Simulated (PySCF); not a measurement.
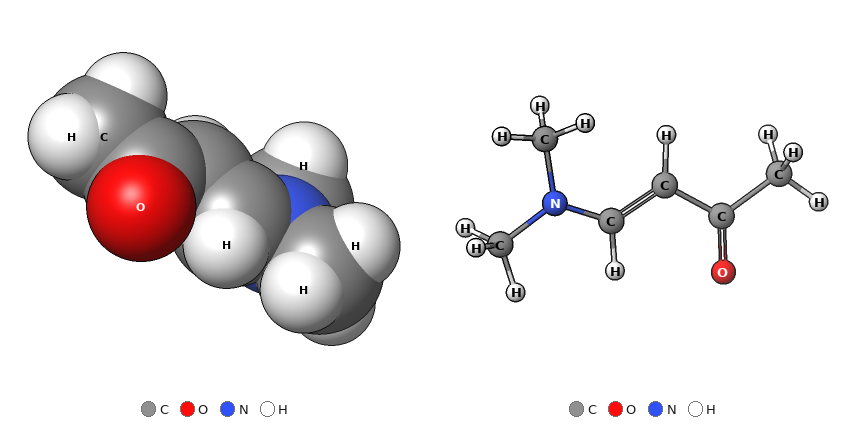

Both panels show the same species.

> Count the atoms of each element.

C₆H₁₁NO, 19 atoms: 6 carbon, 11 hydrogen, 1 nitrogen and 1 oxygen.

> What is its SMILES?

CC(=O)/C=C/N(C)C

> Describe its rings.

It has no ring.

> Which point group does it belong to?

C1.

More results for the same structure follow; atom numbers are the same in all pictures, views and colours differ. Computed geometry: PBE0-D3(BJ)/def2-SVP optimisation. No frequency run is at hand to confirm it as a minimum.

### Electronic properties

No frequency run is at hand to confirm it as a minimum. Method: PBE0/pcSseg-0, gas phase (PySCF 2.14.0).

Predict the main results.

- dipole moment: 5.22 D
- HOMO energy (Kohn–Sham orbital): −5.95 eV
- LUMO energy (Kohn–Sham orbital): −0.39 eV
- HOMO–LUMO gap: 5.57 eV

### NMR shielding

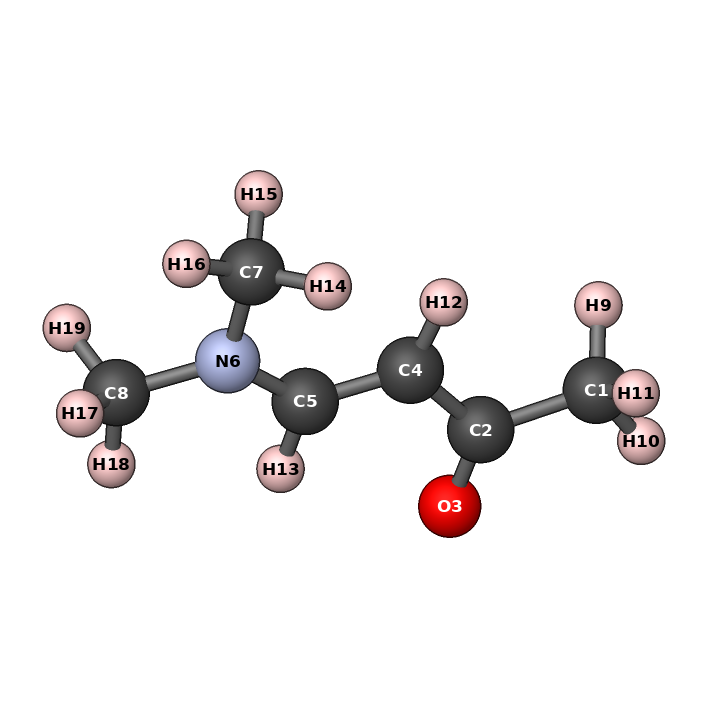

No frequency run is at hand to confirm it as a minimum. Properties computed with GIAO PBE0/cc-pVDZ NMR shielding, non-relativistic, gas phase (PySCF 2.14.0). Principal shieldings σ11 ≤ σ22 ≤ σ33, span Ω = σ33 − σ11, skew κ = 3(σiso − σ22)/Ω.

Give the shielding tensors of the O atoms.

```tsv
atom	σ11	σ22	σ33	σiso	Ω	κ
O3	−629.4	−270.4	369.9	−176.6	999.3	0.28
```

Shieldings and span in ppm.

### Quadrupole coupling

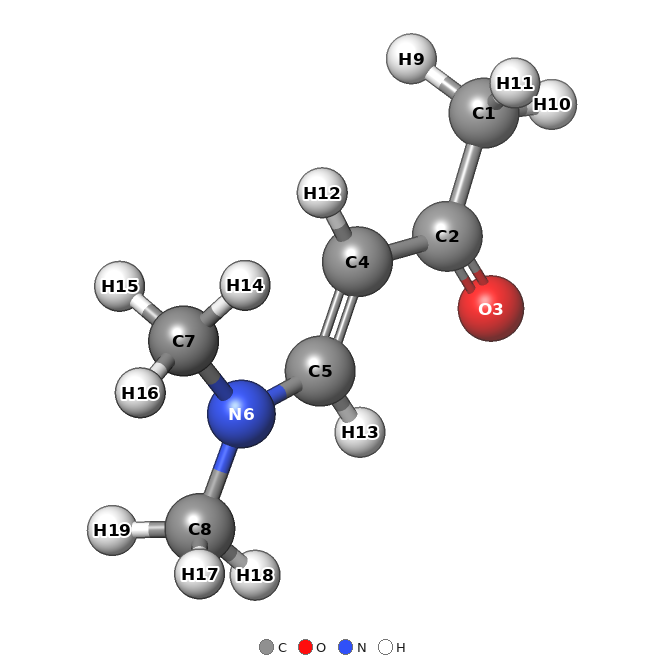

No frequency run is at hand to confirm it as a minimum. Electric field gradients from the ground-state density, PBE0/cc-pVDZ (PySCF 2.14.0), non-relativistic apart from any core potentials.

Give the largest field-gradient component, the quadrupole coupling constant and the asymmetry for 17O at O3 (Q = −25.6 mb), 14N at N6 (Q = 20.44 mb), 2H at H9 (Q = 2.86 mb), 2H at H10 (Q = 2.86 mb), 2H at H11 (Q = 2.86 mb), 2H at H12 (Q = 2.86 mb).

| atom | V_zz (a.u.) | e²qQ/h (MHz) | η |
| --- | --- | --- | --- |
| O3 | −1.709 | 10.28 | 0.13 |
| N6 | −1.003 | −4.82 | 0.07 |
| H9 | 0.300 | 0.202 | 0.02 |
| H10 | 0.304 | 0.204 | 0.00 |
| H11 | 0.300 | 0.202 | 0.02 |
| H12 | 0.317 | 0.213 | 0.12 |
